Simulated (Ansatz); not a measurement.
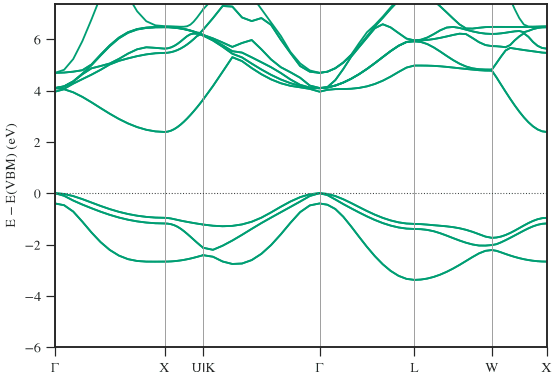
Figure: Band structure from r²SCAN with spin–orbit coupling (plane waves, PAW; program Ansatz)

### Question
Read off the gap and where the band edges lie.

### Answer
About 2.4 eV (2.39 eV by a search for the band edges); maximum at Γ, minimum at X.

The material is CaSe (rock salt, Fm-3m).

The cell was relaxed with r²SCAN under the symmetry of its start; phonons on a q-mesh show no instability.

Potentials: the later of the program's two PAW sets.
